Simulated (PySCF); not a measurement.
In(F)(Cl)(Et), SMILES [F][In]([CH2]C)[Cl] (C₂H₅ClFIn) at its CAM-B3LYP/def2-SVP optimised geometry (Å):

```
10

In     0.5560     0.2185     0.0000
F     -0.0879     2.0647     0.0000
Cl     2.8951     0.2185     0.0000
C     -0.7897    -1.4550    -0.0016
C     -2.2674    -1.0801     0.0228
H     -0.5038    -2.0647     0.8685
H     -0.5275    -2.0427    -0.8940
H     -2.5564    -0.4789    -0.8515
H     -2.5325    -0.5000     0.9187
H     -2.8951    -1.9858     0.0206
```

Calculation: CAM-B3LYP/def2-TZVP, def2 effective core potentials past Kr run with PySCF. The core electrons that the potentials of In replace are not part of the density. Cells within 0.4 Å of a nucleus heavier than hydrogen are left out (blank, or x).

Map of the HOMO amplitude (bohr^(-3/2)) on the plane z = 0.0 Å; orbital energy -9.67 eV, overall sign arbitrary:

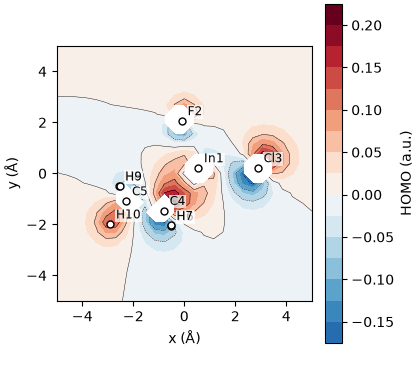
Figure. HOMO amplitude (bohr^(-3/2)) on the plane z = 0.0 Å.
